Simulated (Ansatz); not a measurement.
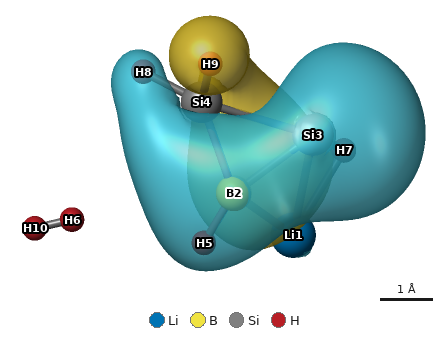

The picture shows: BH6LiSi2. The HOMO at ±0.06 Å⁻³ᐟ² (yellow and cyan are the two phases), seen at a tilt.

Geometry: PBE0-D4/def2-TZVP; at this geometry the atoms fall into two loosely joined parts.

Level of theory: RKS PBE0-D4/def2-TZVPP (Ansatz).

The calculation's input:

```
crystal:
  periodic: [false, false, false]
  atoms:
    - {symbol: Li, position_ang: [-1.851506, 1.244273, 1.158775]}
    - {symbol: B, position_ang: [-0.713912, 0.198076, -0.273420]}
    - {symbol: Si, position_ang: [0.421495, 1.610418, 0.375075]}
    - {symbol: Si, position_ang: [1.073910, -0.531599, -0.309758]}
    - {symbol: H, position_ang: [-1.795138, -0.344370, -0.177849]}
    - {symbol: H, position_ang: [-1.277494, -2.839478, -1.192184]}
    - {symbol: H, position_ang: [-0.207513, 2.079532, 1.714001]}
    - {symbol: H, position_ang: [1.383602, -1.793868, 0.424165]}
    - {symbol: H, position_ang: [2.139719, -0.290037, -1.312777]}
    - {symbol: H, position_ang: [-1.493147, -3.549338, -1.283076]}
basis:
  gaussian: {orbitals: def2-TZVPP}
hamiltonian: {xc: pbe0, dispersion: d4}
output: {orbitals: {seedname: orbitals}}
```

Launched as:

```sh
ansatz run in.yaml --threads 2 --pin off --events-out ev --progress --plain --max-ram 4352MiB
```

Question: Describe this orbital and give its energy.

Answer: It lies mainly on Si3 (about 45 %), B2 (about 25 %) and Si4 (about 15 %). Its energy is −5.70 eV.
